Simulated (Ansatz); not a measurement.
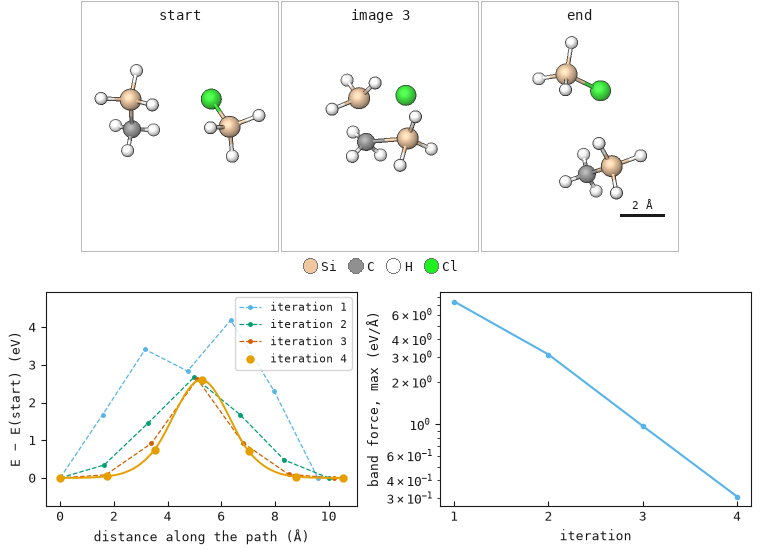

NEB run on CH9ClSi2, made up of CH$_{6}$Si and SiH3Cl. Images are numbered from 0 (start) to 6 (end). The plot follows the band through its iterations. A ball-and-stick model, seen from a free direction.

These are results of RKS PBE/def2-SVP in Ansatz, not measurements. Set-up: 5 movable images; climbing image; force threshold 0.5 eV/Å; iteration limit 60; starting path through a guess of the saddle point.

> Judge this run.

The run met only a loose threshold, so the barrier can't be trusted yet. The band converged in 4 iterations. The largest component of the band force went from 7.4 to 0.31 eV/Å. The climbing image converged on the top of the path. Its curvatures weren't checked. The force threshold is so loose that the height of the top is at best an upper bound. The first iteration put the highest image at 4.19 eV. The two ends have the same energy, and the highest point, image 3, lies 2.60 eV above the start.

Limits of the set-up: the start holds two separate molecules, 2.9 Å apart at their closest, whose relative position is a soft coordinate and is computed without a dispersion correction.
